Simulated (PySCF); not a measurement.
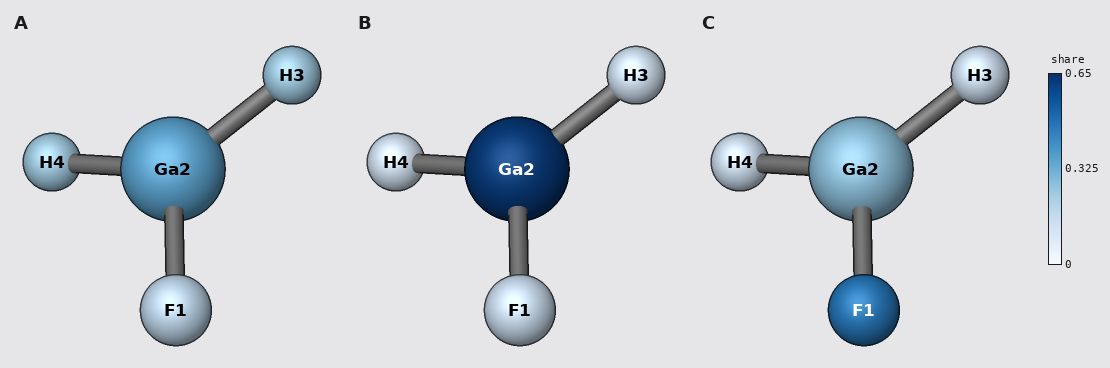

Each panel colours the atoms by their Löwdin share in one orbital (up to four of the largest shares; other atoms are shown as zero). Computed geometry: PBE0-D3(BJ)/def2-SVP optimisation. No frequency run is at hand to confirm it as a minimum. Computed with PBE0/def2-TZVPD (PySCF 2.14.0).

**The panels show the HOMO−1, HOMO, LUMO, in some order. Which is which?**

A: HOMO, −8.99 eV; Ga2 0.35, H3 0.24, H4 0.24, F1 0.17
B: LUMO, −1.66 eV; Ga2 0.63, F1 0.14, H4 0.12, H3 0.12
C: HOMO−1, −10.71 eV; F1 0.47, Ga2 0.27, H4 0.13, H3 0.13
